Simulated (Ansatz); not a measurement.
**[BCl2]+ (SMILES Cl[B+]Cl) at HF/3-21G**

What is the vertical singlet–triplet gap of [BCl2]+ at HF/3-21G? 

The calculation is run with Ansatz 0.2.0.

6 further runs of the same task are left out: 6 that didn't finish.

### Step 1. Starting point

[BCl2]+ has 3 atoms, charge +1, and is taken as a singlet. SMILES: `Cl[B+]Cl`. The shape is that of a PBE0-D4/def2-TZVP optimisation.

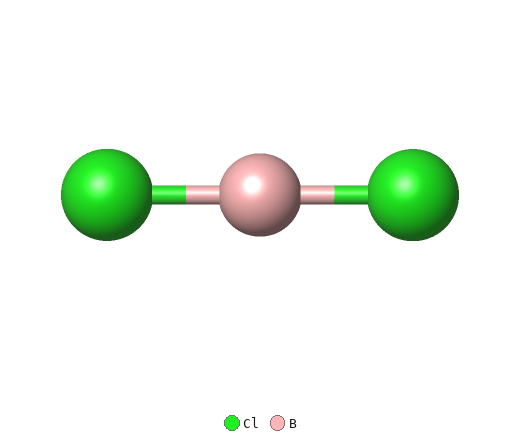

Viewed from a chosen angle; chlorine green, boron pink.

### Step 2. The energy at HF/3-21G

Input file molecule.yaml:

```yaml
crystal:
  periodic: [false, false, false]
  atoms:
    - symbol: Cl
      position_ang: [-1.267920, 0.785680, -0.605300]
    - symbol: B
      position_ang: [0.000010, 0.000020, 0.000000]
    - symbol: Cl
      position_ang: [1.267910, -0.785700, 0.605290]
basis:
  gaussian:
    orbitals: 3-21G.json
total_charge: 1
hamiltonian:
  xc: hf
accuracy: high
output: {orbitals: {seedname: orbitals}}
```

The basis set 3-21G is read from a file made from the Basis Set Exchange's data (not shown).

Launch:

```console
ansatz run molecule.yaml --threads 1 --pin off --max-ram 3480MiB --events-out events.jsonl --progress --plain --runs-dir runs
```

Log:

```text
Warning: RAYON_NUM_THREADS=1 ignored (pool sized by the plan → 1); use --threads N
Functional definition: HF
  name "HF"
  exchange = exact_x
  correlation = 0
700 factors; integrals over basis functions are off by at most 3.1e-9 eV
mean field evaluation 1: about -25545.3863 eV, gradient 2.3e1 eV
mean field evaluation 2: about -25545.5452 eV, gradient 2.3e1 eV
mean field evaluation 4: about -25547.1931 eV, gradient 1.3e0 eV
mean field evaluation 8: about -25547.2096 eV, gradient 3.6e-3 eV
mean field -25547.20957633 eV, -938.8426354094 hartree, gradient 1.5e-8 eV, S^2 0.000000; 0 other end points of the search recorded, 0 dependent functions left out
reference -25547.20957633 eV, -938.8426354094 hartree; 19, 19 occupied and 16, 16 virtual orbitals, 700 factors
Total energy: -25547.20957633 eV, -938.8426354094 hartree
```

It took 0.18 s on 1 thread of Intel Xeon 6975P-C (Granite Rapids), shared host.

### Step 3. The triplet

Input file molecule.yaml:

```yaml
crystal:
  periodic: [false, false, false]
  atoms:
    - {symbol: Cl, position_ang: [-1.267920, 0.785680, -0.605300]}
    - {symbol: B, position_ang: [0.000010, 0.000020, 0.000000]}
    - {symbol: Cl, position_ang: [1.267910, -0.785700, 0.605290]}
basis:
  gaussian:
    orbitals: 3-21G.json
accuracy: high
hamiltonian:
  xc: hf
output: {orbitals: {seedname: orbitals}}
total_charge: 1
magnetization:
  spin_polarized: true
  initial_magnetization: 2
```

The basis set 3-21G is read from a file made from the Basis Set Exchange's data (not shown).

Launch:

```console
ansatz run molecule.yaml --threads 1 --pin off --max-ram 3480MiB --events-out events.jsonl --progress --plain --runs-dir runs
```

Log, cut to the lines that bear on the results:

```text
Warning: RAYON_NUM_THREADS=1 ignored (pool sized by the plan → 1); use --threads N
[... 2 set-up lines as earlier in the session ...]
[...]
700 factors; integrals over basis functions are off by at most 3.1e-9 eV
[...]
mean field -25540.72937666 eV, -938.6044924642 hartree, gradient 5.4e-8 eV, S^2 2.014548; 8 other end points of the search recorded, 0 dependent functions left out
reference -25540.72937666 eV, -938.6044924642 hartree; 20, 18 occupied and 15, 17 virtual orbitals, 700 factors
Total energy: -25540.72937666 eV, -938.6044924642 hartree
```

Wall time 1.6 s (1 thread of Intel Xeon 6975P-C (Granite Rapids), shared host); peak memory 0.13 GiB.

### Step 4. Outcome

At HF/3-21G:

```
                                        quantity          value
                           singlet: total energy  -938.84264 Eh
                            singlet: HOMO energy      -20.57 eV
                            singlet: LUMO energy       -5.02 eV
                          singlet: HOMO–LUMO gap       15.55 eV
                           triplet: total energy  -938.60449 Eh
     triplet: HOMO energy (highest over α and β)      -14.14 eV
      triplet: LUMO energy (lowest over α and β)      -11.29 eV
                                   triplet: ⟨S²⟩          2.015
vertical energy of the triplet above the singlet       6.480 eV
```

**Reading.** At this shape the triplet lies 6.48 eV (625 kJ/mol) above the singlet.
